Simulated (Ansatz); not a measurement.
# Calculations on CH₇FGe

## 1. Relaxation

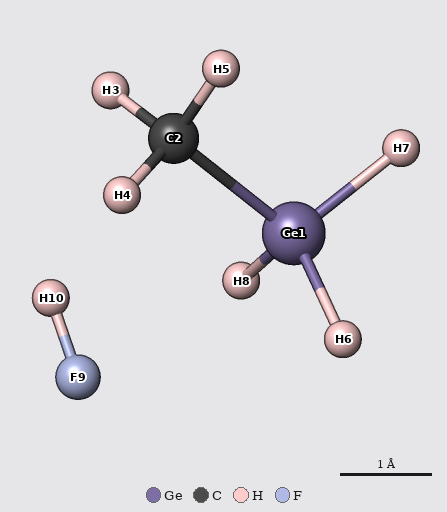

CH7FGe, before the relaxation. A ball-and-stick model, seen at a tilt.

The run prepares an end point of a later path (reaction) calculation, from a guessed geometry.

Computed with RKS B3LYP/def2-SVP (Ansatz).

The input:
```yaml
crystal:
  periodic: [false, false, false]
  atoms:
    - { symbol: Ge, position_ang: [-0.049046, 0.185698, 0.128723] }
    - { symbol: C, position_ang: [-0.004085, 0.139698, 2.095175] }
    - { symbol: H, position_ang: [-0.910182, -0.332349, 2.509304] }
    - { symbol: H, position_ang: [0.888215, -0.377599, 2.474183] }
    - { symbol: H, position_ang: [0.024244, 1.170078, 2.479542] }
    - { symbol: H, position_ang: [1.374771, 0.251224, -0.45155] }
    - { symbol: H, position_ang: [-0.808805, 1.466049, -0.299475] }
    - { symbol: H, position_ang: [-0.813485, -1.018707, -0.45164] }
    - { symbol: F, position_ang: [1.076829, -2.320233, 1.019153] }
    - { symbol: H, position_ang: [0.467744, -2.083759, 1.673784] }
basis:
  gaussian: { orbitals: def2-SVP }
hamiltonian:
  xc: b3lyp
relax:
  f_tol: 0.03
  max_steps: 50
```

Command:
```bash
ansatz run input.yaml --threads 2 --pin off --max-ram 3072MiB --backend cpu --events-out ev --progress --plain --runs-dir out
```

Question: Predict the outcome.

Answer: H10 moves most after the best rigid fit: 1.04 Å. By element the largest moves are H 1.04 Å, F 0.37 Å, C 0.23 Å, Ge 0.12 Å. Some distances before and after: Ge1–H8 1.540 → 1.559 Å, F9–H10 0.925 → 0.931 Å, Ge1–H7 1.549 → 1.543 Å, Ge1–C2 1.968 → 1.962 Å. Bond angles that change, for instance: C2–Ge1–H7 107.9° → 112.3°, Ge1–C2–H4 112.0° → 108.3°, H6–Ge1–H8 110.5° → 107.5°. Groups turn about Ge1–C2 by about 35°. Over 20 accepted moves (28 points after the start) the energy falls by 3.45 kcal/mol. The largest force component goes from 0.31 to 0.0082 eV/Å. The line search rejected the trial steps at points 2, 5, 8, 12, 17, 21, 24, 27 of the run.

Final geometry:

```xyz
10

Ge   -0.0693    0.2170    0.2455
C    -0.0538    0.3343    2.2039
H    -1.0786    0.2850    2.6009
H     0.5266   -0.5131    2.5953
H     0.4087    1.2765    2.5322
H     1.3374    0.4170   -0.3487
H    -1.0467    1.2264   -0.3927
H    -0.5590   -1.2019   -0.1762
F     1.2533   -2.5634    1.2380
H     0.5277   -2.3977    0.6790
```

The end point in the same view:

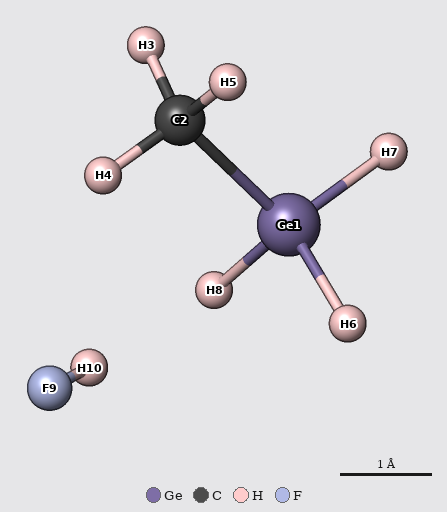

## 2. Relaxation

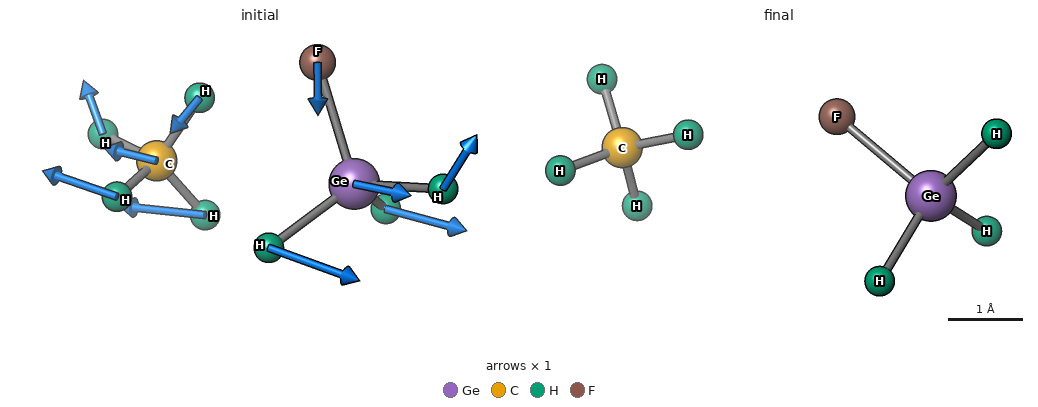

The structure of CH7FGe before (left) and after (right) a relaxation, at one scale. The blue arrows give the displacements, at their true length.

Style: ball-and-stick. Shown at a tilt.

The run prepares an end point of a later path (reaction) calculation, from a guessed geometry.

Method: RKS B3LYP/def2-SVP (Ansatz 0.2.0).

The input:
```yaml
crystal:
  periodic: [false, false, false]
  atoms:
    - { symbol: Ge, position_ang: [-0.061666, -0.453438, -0.45721] }
    - { symbol: C, position_ang: [0.295101, -0.059373, 2.673794] }
    - { symbol: H, position_ang: [-0.797052, 0.029976, 2.755394] }
    - { symbol: H, position_ang: [0.729681, -0.085238, 3.683875] }
    - { symbol: H, position_ang: [0.691643, 0.818611, 2.145623] }
    - { symbol: H, position_ang: [1.166868, 0.461321, -0.340023] }
    - { symbol: H, position_ang: [-1.309939, 0.102994, 0.240513] }
    - { symbol: H, position_ang: [-0.364506, -0.784116, -1.933077] }
    - { symbol: F, position_ang: [0.340926, -1.960218, 0.26532] }
    - { symbol: H, position_ang: [0.555144, -0.990419, 2.14299] }
basis:
  gaussian: { orbitals: def2-SVP }
hamiltonian:
  xc: b3lyp
relax:
  f_tol: 0.03
  max_steps: 50
```

Command:
```bash
ansatz run input.yaml --threads 2 --pin off --max-ram 3072MiB --backend cpu --events-out ev --progress --plain --runs-dir out
```

What changed between the two?

Answer. The largest move after the best rigid fit is that of H7, 1.48 Å. Largest moves by element: H 1.48 Å, Ge 0.91 Å, C 0.85 Å, F 0.75 Å. Some distances before and after: Ge1–F9 1.719 → 1.757 Å, Ge1–H7 1.534 → 1.539 Å. The energy falls by 4.13 kcal/mol in 19 accepted moves (21 points after the start). The largest force component goes from 1.1 to 0.0046 eV/Å. The line search rejected the trial steps at points 5, 14 of the run. The forces were under the threshold at step 4, but the run went on from there.

## 3. Path

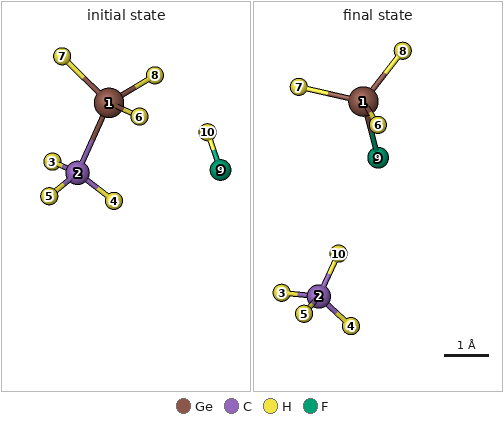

The two relaxed end points of a path for CH7FGe. Style: ball-and-stick. Shown at a tilt.

Level of theory: RKS B3LYP/def2-SVP in Ansatz 0.2.0.

Set-up: 7 movable images; climbing image; force threshold 0.05 eV/Å; iteration limit 60.

Start:
```xyz
10

Ge   -0.0742    0.2021    0.2381
C    -0.0458    0.3533    2.1939
H    -1.0682    0.3125    2.5984
H     0.5358   -0.4880    2.5963
H     0.4201    1.3004    2.5029
H     1.3289    0.3895   -0.3686
H    -1.0543    1.2017   -0.4113
H    -0.5687   -1.2231   -0.1557
F     1.2508   -2.5628    1.2702
H     0.5218   -2.4056    0.7131
```

End:
```xyz
10

Ge    0.0786   -0.5204   -1.3753
C     0.1682   -0.0246    3.5273
H    -0.8629    0.1451    3.8704
H     0.6690   -0.7210    4.2154
H     0.7109    0.9322    3.5218
H     1.3999    0.2500   -1.5416
H    -1.1481    0.4082   -1.3904
H    -0.0528   -1.6768   -2.3818
F     0.1272   -1.2613    0.2169
H     0.1562   -0.4513    2.5147
```

Predict the minimum-energy path and its barrier.

The highest point, image 3, lies 40.9 kcal/mol above the start and 61.3 kcal/mol above the end; the end is at −20.4 kcal/mol relative to the start. Breaking: F9–H10 (0.93 → 1.22 at the top → 2.44 Å), Ge1–C2 (1.96 → 2.33 at the top → 4.93 Å). Forming: C2–H10 (3.18 → 1.33 at the top → 1.10 Å), Ge1–F9 (3.23 → 2.09 at the top → 1.76 Å). The band converged in 19 iterations. The largest component of the band force went from 38 to 0.04 eV/Å. The climbing image converged on the top of the path. Its vibrational analysis gives one imaginary mode (1159i cm⁻¹), as a transition state must have.

Energies of the converged images:

```tsv
image	path (Å)	E (kcal/mol)
0	0.00	0.0
1	0.96	1.9
2	1.92	8.8
3	2.88	40.9
4	3.94	-2.1
5	5.00	-18.5
6	6.07	-20.1
7	7.13	-20.3
8	8.19	-20.4
```

The geometry at the top of the path:

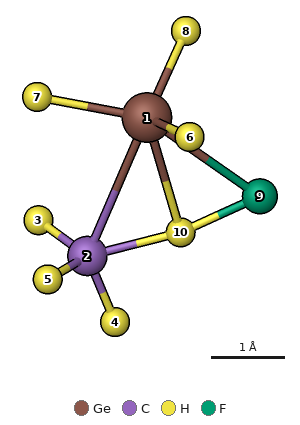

The run took 4.2 min on 2 threads of Arm Neoverse V2 (shared host), peak memory 0.21 GiB.
